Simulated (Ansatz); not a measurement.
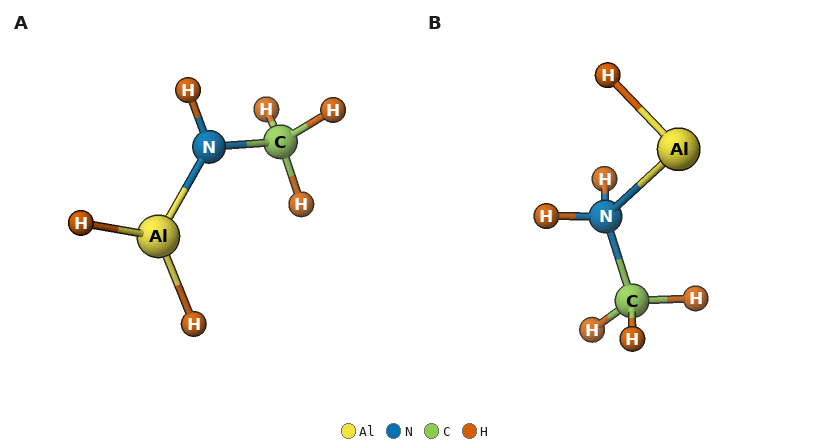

2 stationary structures of one formula. Geometries: PBE0-D4/def2-TZVP. Electronic energies: RHF-CCSD(T) (frozen core)/def2-SVP (Ansatz 0.2.0), without zero-point energy. Each is one conformer, not always the lowest.

Rank them by energy, lowest first.

A is lowest (a minimum); B lies 29.8 kcal/mol above it (a minimum).
